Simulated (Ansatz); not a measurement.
## Geometry relaxation of MnGa23C2N22 (part 3 of 3)

The same run, continued: MnGa23C2N22 (defect cell, 48 atoms in the cell); DFT PBE, scalar-relativistic, plane waves, PAW, spin-polarised (Ansatz 0.2.0); cutoff 420 eV, 2×2×2 k-mesh, Gaussian smearing of 0.01 eV, collinear spins. The structure derives from an entry of the Crystallography Open Database.

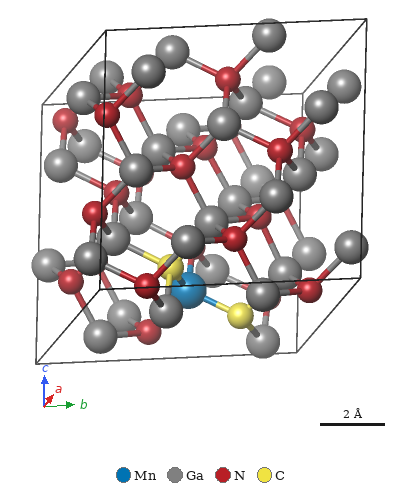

**Figure 1.** The geometry at step 2 of the log (ball-and-stick view of the cell of the calculation, seen at an oblique angle).

## Output, continued
```
--- Relaxed structure (2 steps of the walk, 2 accepted, 0 SCFs on fresh bases) ---
  F+E_penalty+E_count = -99874.58080447 eV   max|allowed force component| = 5.996e-3 eV/Å
  atoms:
    - { symbol: Mn, position: [0.33111035759999996, 0.49904362489999987, 0.16695551989999993] }
    - { symbol: Ga, position: [0.00040290650000002204, 0.1671869582, 0.8335315487999999] }
    - { symbol: Ga, position: [0.6640972589, 0.33689567, -0.002699219899999994] }
    - { symbol: Ga, position: [0.16457893569999996, 0.8310602478, 0.002927928199999985] }
    - { symbol: Ga, position: [0.169363771, 0.3308118890999999, 0.5003134140999999] }
    - { symbol: Ga, position: [0.8309610484000001, 0.002809544300000022, 0.16742547199999994] }
    - { symbol: Ga, position: [0.5012123621000001, 0.6619111683, 0.8337961239] }
    - { symbol: Ga, position: [0.8360473298, 0.5007809676999999, 0.6644267111] }
    - { symbol: Ga, position: [0.4960384472, 0.16735978779999997, 0.333143418] }
    - { symbol: Ga, position: [0.3339201787, -0.002152670300000048, 0.6695972906] }
    - { symbol: Ga, position: [-0.0010435312000000585, 0.6695423406, 0.3304025609] }
    - { symbol: Ga, position: [0.6689094569, 0.8362598425000001, 0.5026166124] }
    - { symbol: Ga, position: [0.6634927046, 0.503538478, 0.3333599259000001] }
    - { symbol: Ga, position: [0.33711188149999993, 0.16473609259999997, 0.0017403414999999922] }
    - { symbol: Ga, position: [-0.002124944299999987, 0.335105852, 0.16898542709999997] }
    - { symbol: Ga, position: [0.5003253338, 0.8291884279000001, 0.16965294190000002] }
    - { symbol: Ga, position: [0.5010814023000001, 0.33168681380000004, 0.6646366586000001] }
    - { symbol: Ga, position: [0.1662763787, -0.00032711169999999345, 0.3332008035] }
    - { symbol: Ga, position: [0.8319820056, 0.6671647565999999, -0.001182182700000034] }
    - { symbol: Ga, position: [0.1686854128, 0.5040663963, 0.8324033703] }
    - { symbol: Ga, position: [0.8328549187000001, 0.16846674510000004, 0.5000484483999998] }
    - { symbol: Ga, position: [0.6671244543, -0.0008504936000000018, 0.8346114686] }
    - { symbol: Ga, position: [0.33737637560000006, 0.6685149125, 0.49851747350000003] }
    - { symbol: Ga, position: [0.0007789058000000071, 0.8342498775, 0.6664120200999999] }
    - { symbol: N, position: [0.5450462285999998, 0.7124861069999999, 0.3799525353999999] }
    - { symbol: N, position: [0.2125411162, 0.3791548449, 0.0460396163] }
    - { symbol: N, position: [0.8741071163, 0.5427806278000001, 0.20761976700000012] }
    - { symbol: N, position: [0.3737850388, 0.03785562419999999, 0.20844591550000002] }
    - { symbol: N, position: [0.37490171679999995, 0.5393270985, 0.7036128464] }
    - { symbol: N, position: [0.04171688809999996, 0.20848861309999997, 0.374841047] }
    - { symbol: N, position: [0.7077810150999999, 0.8751582652999997, 0.042500043399999854] }
    - { symbol: N, position: [0.03903332990000008, 0.7088285154000001, 0.8734400309000001] }
    - { symbol: N, position: [0.7089987492, 0.3759340547000001, 0.5406142713] }
    - { symbol: N, position: [0.5418493774999998, 0.2068904347999999, 0.8720714602] }
    - { symbol: N, position: [0.208391848, 0.8736843352, 0.5410669669999999] }
    - { symbol: N, position: [0.8748381041, 0.04190691839999994, 0.7076982903] }
    - { symbol: C, position: [0.5265368913, 0.3830647607, 0.2048841745] }
    - { symbol: N, position: [0.20741816159999998, 0.04115653269999997, 0.8771887441] }
    - { symbol: N, position: [0.8744316551, 0.21074472520000004, 0.04078914319999993] }
    - { symbol: C, position: [0.37119617799999993, 0.6925803713, 0.04906188889999996] }
    - { symbol: N, position: [0.37378160960000006, 0.2042966274, 0.5436560357] }
    - { symbol: N, position: [0.037489319899999984, 0.8775776548, 0.20873967050000003] }
    - { symbol: N, position: [0.7119010921, 0.5411539044999999, 0.8695706092] }
    - { symbol: N, position: [0.04441718420000007, 0.3753916195, 0.7074272955] }
    - { symbol: N, position: [0.706539476, 0.04418117769999996, 0.37541186130000004] }
    - { symbol: N, position: [0.5418052167, 0.8728197074, 0.7105221312999999] }
    - { symbol: N, position: [0.2124756602, 0.5399177692, 0.36595202550000006] }
    - { symbol: N, position: [0.8778625963, 0.7085509474, 0.5396121582999999] }
--- Löwdin populations: 48 sites ---
  site symbol       q [e]    m [muB]
     0     Mn     13.9422     1.8623
     1     Ga     12.2388     0.0007
     2     Ga     12.2972     0.0207
     3     Ga     12.3012     0.0174
     4     Ga     12.2483     0.0099
     5     Ga     12.2345     0.0016
     6     Ga     12.2960     0.0208
     7     Ga     12.2348     0.0019
     8     Ga     12.3023     0.0175
     9     Ga     12.2328     0.0014
    10     Ga     12.2488     0.0099
    11     Ga     12.2338     0.0007
    12     Ga     12.2973     0.0211
    13     Ga     12.2430     0.0070
    14     Ga     12.2494     0.0091
    15     Ga     12.2970     0.0212
    16     Ga     12.2317     0.0017
    17     Ga     12.2319     0.0010
    18     Ga     12.2306     0.0010
    19     Ga     12.2437     0.0072
    20     Ga     12.2360     0.0003
    21     Ga     12.2353     0.0005
    22     Ga     12.2441     0.0113
    23     Ga     12.2362     0.0005
    24      N      5.7327     0.0060
    25      N      5.6856    -0.0033
    26      N      5.7261     0.0032
    27      N      5.7262     0.0062
    28      N      5.7280     0.0055
    29      N      5.7293     0.0023
    30      N      5.7243     0.0006
    31      N      5.7299     0.0049
    32      N      5.7248     0.0017
    33      N      5.7287     0.0052
    34      N      5.7270     0.0002
    35      N      5.7276    -0.0002
    36      C      4.7140    -0.0426
    37      N      5.7191    -0.0002
    38      N      5.7181     0.0004
    39      C      4.7130    -0.0425
    40      N      5.7308     0.0024
    41      N      5.7308     0.0024
    42      N      5.7301     0.0051
    43      N      5.7226     0.0004
    44      N      5.7230    -0.0001
    45      N      5.7227    -0.0016
    46      N      5.6862    -0.0119
    47      N      5.7271     0.0004
  spilling = 0.002050 (of n_electrons = 432.000000)
```

## Trajectory as extended XYZ (Å, eV, eV/Å), 2 frames, from step=1 to step=2
```
48
Lattice="3.2184 -5.5745 -5.2430 -6.4369 0.0000 -5.2430 3.2184 5.5745 -5.2430" Properties=species:S:1:pos:R:3:forces:R:3 step=1 energy=-99874.58079
Mn   -1.6093   -0.9151   -5.2279   -0.0009  -0.0062   0.0036
Ga    1.6078    4.6443   -5.2489   -0.0002   0.0008  -0.0026
Ga   -0.0399   -3.7170   -5.2341    0.0015  -0.0006   0.0002
Ga   -4.8103   -0.9011   -5.2355   -0.0006  -0.0008   0.0006
Ga    0.0259    1.8449   -5.2456   -0.0003   0.0006  -0.0007
Ga    3.1952   -3.6989   -5.2493   -0.0022  -0.0002   0.0001
Ga    0.0360    1.8540  -10.4699   -0.0003   0.0006  -0.0003
Ga    1.6057   -0.9567  -10.4926    0.0003  -0.0004  -0.0022
Ga    1.5914   -0.9081   -5.2249    0.0004  -0.0002   0.0011
Ga    3.2436    1.8712   -5.2502    0.0011   0.0003   0.0001
Ga   -3.2497    1.8476   -5.2373    0.0008   0.0005  -0.0008
Ga   -1.6124   -0.9270  -10.5269    0.0002   0.0003  -0.0015
Ga   -0.0329   -1.8403   -7.8666    0.0003  -0.0002  -0.0013
Ga    0.0302   -1.8695   -2.6403   -0.0018  -0.0001   0.0032
Ga   -1.6200    0.9539   -2.6318    0.0011  -0.0015   0.0016
Ga   -3.1811   -1.8433   -7.8602    0.0007   0.0000  -0.0004
Ga    1.6168    0.9117   -7.8509   -0.0008   0.0022  -0.0011
Ga    1.6096    0.9305   -2.6171    0.0007  -0.0003  -0.0009
Ga   -1.6206   -4.6445   -7.8539   -0.0003  -0.0005   0.0002
Ga   -0.0227    3.6999   -7.8916    0.0020   0.0005   0.0036
Ga    3.2055   -1.8552   -7.8717   -0.0001  -0.0007  -0.0001
Ga    4.8387    0.9337   -7.8692   -0.0018   0.0004  -0.0002
Ga   -1.6129    0.8983   -7.8877    0.0004   0.0017   0.0017
Ga   -3.2226    3.7106   -7.8721    0.0003   0.0001   0.0002
N    -1.6091   -0.9203   -8.5854   -0.0001   0.0001   0.0016
N    -1.6083   -0.9282   -3.3437   -0.0003  -0.0005  -0.0022
N    -0.0123   -3.7153   -8.5173   -0.0003   0.0010   0.0006
N     1.6302   -0.9217   -3.2511    0.0003   0.0003   0.0003
N    -0.0004    1.8324   -8.4824   -0.0001  -0.0009  -0.0001
N    -0.0013    1.8570   -3.2771   -0.0005   0.0008   0.0006
N    -3.2185   -3.7086   -8.5222    0.0008  -0.0001  -0.0001
N    -1.6259    4.6514   -8.5005   -0.0007   0.0007  -0.0004
N     1.6020   -0.9387   -8.5228   -0.0004  -0.0002   0.0008
N     3.2189    1.8408   -8.4980    0.0009  -0.0010   0.0003
N    -3.2117    1.8545   -8.5102   -0.0007   0.0002  -0.0003
N     4.8235   -0.9317   -8.5170   -0.0002   0.0005   0.0003
C    -0.1117   -1.7930   -5.8433    0.0029   0.0007  -0.0016
N     3.2258    3.7336   -5.9024    0.0009  -0.0001   0.0001
N     1.5890   -4.6471   -5.9035    0.0004  -0.0003  -0.0007
C    -3.1055   -1.7957   -5.8346   -0.0019   0.0006  -0.0016
N     1.6377    0.9470   -5.8813   -0.0007   0.0001  -0.0006
N    -4.8564    0.9546   -5.8922    0.0008   0.0004  -0.0006
N     1.6065    0.8789  -11.1290   -0.0004  -0.0015  -0.0006
N     0.0034    3.6959   -5.9101   -0.0003   0.0009   0.0001
N     3.1978   -1.8459   -5.9043   -0.0001  -0.0004   0.0004
N    -1.5877    0.9405  -11.1422   -0.0008  -0.0009   0.0002
N    -1.6137    0.8556   -5.8635    0.0004   0.0008  -0.0021
N     0.0012   -1.8856  -11.1468   -0.0007   0.0011   0.0000
48
Lattice="3.2184 -5.5745 -5.2430 -6.4369 0.0000 -5.2430 3.2184 5.5745 -5.2430" Properties=species:S:1:pos:R:3:forces:R:3 step=2 energy=-99874.58080
Mn   -1.6093   -0.9151   -5.2279   -0.0009  -0.0060   0.0038
Ga    1.6078    4.6443   -5.2489   -0.0002   0.0007  -0.0026
Ga   -0.0399   -3.7170   -5.2341    0.0013  -0.0011   0.0005
Ga   -4.8103   -0.9011   -5.2355   -0.0008  -0.0003   0.0010
Ga    0.0259    1.8449   -5.2456   -0.0002   0.0004  -0.0006
Ga    3.1952   -3.6989   -5.2493   -0.0021  -0.0002   0.0001
Ga    0.0360    1.8540  -10.4699    0.0000   0.0000   0.0001
Ga    1.6057   -0.9567  -10.4926    0.0003  -0.0005  -0.0022
Ga    1.5914   -0.9081   -5.2249    0.0006   0.0003   0.0014
Ga    3.2436    1.8712   -5.2502    0.0010   0.0003   0.0001
Ga   -3.2497    1.8476   -5.2373    0.0008   0.0003  -0.0007
Ga   -1.6124   -0.9270  -10.5269    0.0002   0.0003  -0.0014
Ga   -0.0329   -1.8403   -7.8666    0.0000  -0.0001  -0.0020
Ga    0.0302   -1.8695   -2.6403   -0.0018  -0.0001   0.0030
Ga   -1.6200    0.9539   -2.6318    0.0011  -0.0014   0.0013
Ga   -3.1811   -1.8433   -7.8602    0.0009   0.0002  -0.0010
Ga    1.6168    0.9117   -7.8509   -0.0009   0.0022  -0.0010
Ga    1.6096    0.9305   -2.6171    0.0007  -0.0003  -0.0009
Ga   -1.6206   -4.6445   -7.8539   -0.0002  -0.0005   0.0002
Ga   -0.0227    3.6999   -7.8916    0.0019   0.0005   0.0035
Ga    3.2055   -1.8552   -7.8717   -0.0001  -0.0008  -0.0001
Ga    4.8387    0.9337   -7.8692   -0.0018   0.0003  -0.0002
Ga   -1.6129    0.8983   -7.8877    0.0003   0.0015   0.0017
Ga   -3.2226    3.7106   -7.8721    0.0003   0.0001   0.0003
N    -1.6091   -0.9203   -8.5854   -0.0001   0.0001   0.0016
N    -1.6083   -0.9282   -3.3437   -0.0003  -0.0007  -0.0023
N    -0.0123   -3.7153   -8.5173   -0.0003   0.0010   0.0007
N     1.6302   -0.9217   -3.2511    0.0004   0.0002   0.0004
N    -0.0004    1.8324   -8.4824   -0.0002  -0.0009  -0.0002
N    -0.0013    1.8570   -3.2771   -0.0005   0.0009   0.0006
N    -3.2185   -3.7086   -8.5222    0.0008  -0.0001  -0.0001
N    -1.6259    4.6514   -8.5005   -0.0007   0.0007  -0.0004
N     1.6020   -0.9387   -8.5228   -0.0004  -0.0002   0.0009
N     3.2189    1.8408   -8.4980    0.0010  -0.0010   0.0003
N    -3.2117    1.8545   -8.5102   -0.0007   0.0002  -0.0003
N     4.8235   -0.9317   -8.5170   -0.0002   0.0005   0.0003
C    -0.1117   -1.7930   -5.8433    0.0012   0.0017  -0.0009
N     3.2258    3.7336   -5.9024    0.0010  -0.0001   0.0001
N     1.5890   -4.6471   -5.9035    0.0004  -0.0003  -0.0007
C    -3.1055   -1.7957   -5.8346   -0.0002   0.0016  -0.0009
N     1.6377    0.9470   -5.8813   -0.0006   0.0001  -0.0006
N    -4.8564    0.9546   -5.8922    0.0008   0.0004  -0.0006
N     1.6065    0.8789  -11.1290   -0.0004  -0.0015  -0.0006
N     0.0034    3.6959   -5.9101   -0.0003   0.0009   0.0001
N     3.1978   -1.8459   -5.9043   -0.0001  -0.0004   0.0003
N    -1.5877    0.9405  -11.1422   -0.0008  -0.0008   0.0001
N    -1.6137    0.8556   -5.8635    0.0004   0.0008  -0.0021
N     0.0012   -1.8856  -11.1468   -0.0007   0.0011   0.0000
```

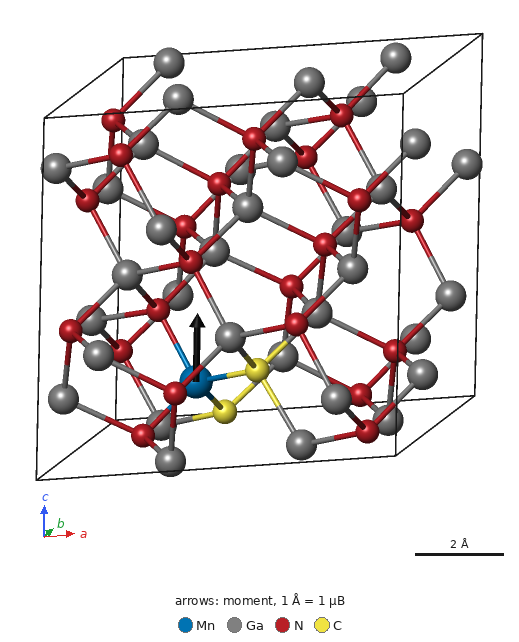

**Figure 2.** Magnetic moments of the sites as black arrows (ball-and-stick view of the cell of the calculation, seen slightly off an axis); small moments hardly show. The run is collinear, so the axis drawn is arbitrary. Site moments: Mn1 (1.58 μB). They are counted near the atoms and needn't add up to the moment of the cell. Atoms are counted from 1 in the order of the input.

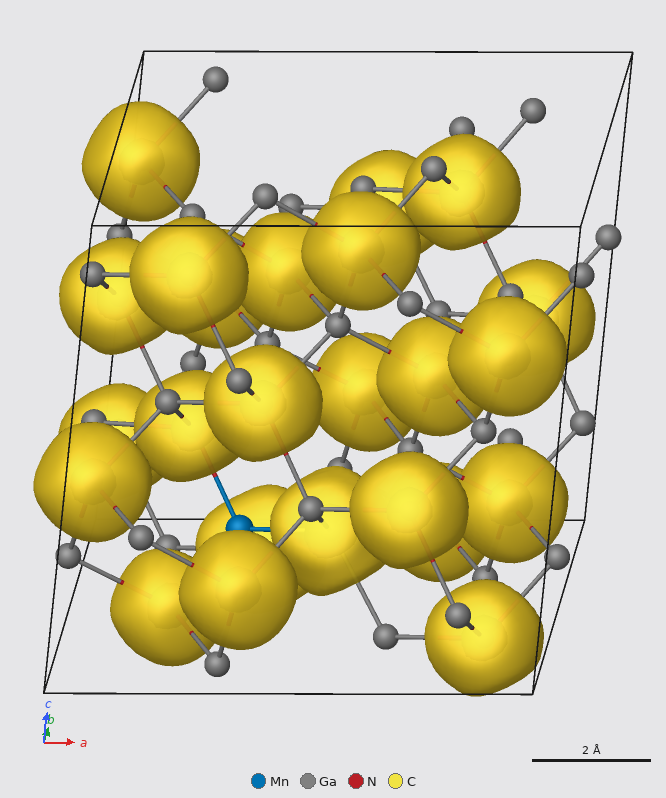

**Figure 3.** Isosurface of the ELF at 0.6 (yellow), seen at an oblique angle. Core shells and regions of very low density are left out. Sticks mark near contacts. The outline is the calculation cell. Profiles from the grid: Mn–C (1.84 Å): the ELF is about 0.50 at the midpoint. Mn–N (1.88 Å): the ELF is about 0.40 at the midpoint. In a PAW calculation such maps are meaningful between the atoms, not at the nuclei.

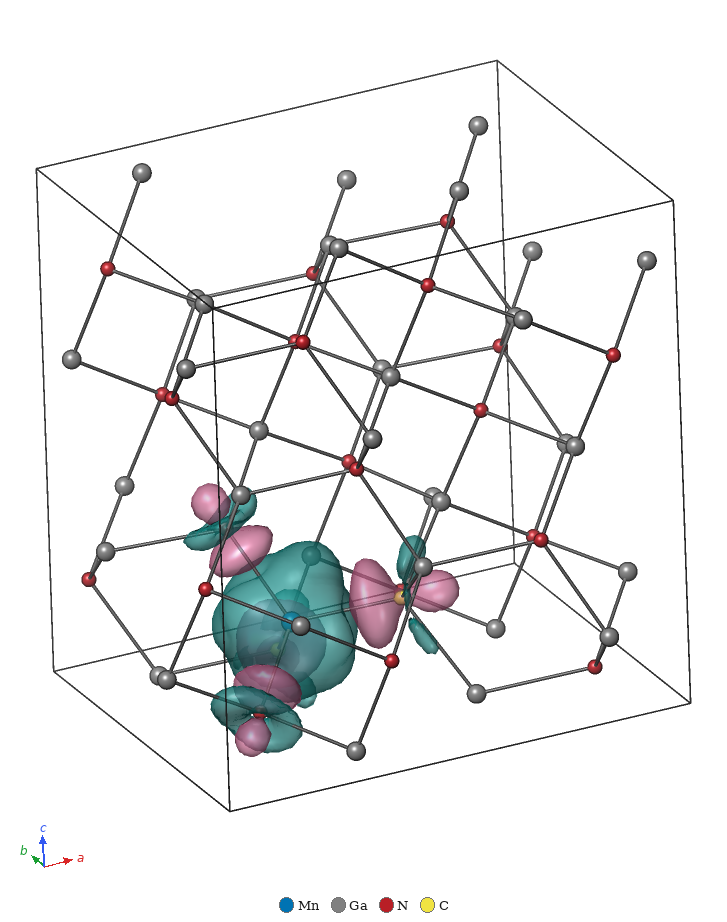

**Figure 4.** Isosurfaces of the magnetisation density (up minus down) at +0.015 (teal) and −0.015 e/Å³ (pink), seen slightly off an axis. Sticks mark near contacts. The outline is the calculation cell. The spin density sits on Mn: +1.6 μB in one cell of 48 atoms: a single local moment. The cell of the calculation (48 atoms) carries 2.0 μB net.
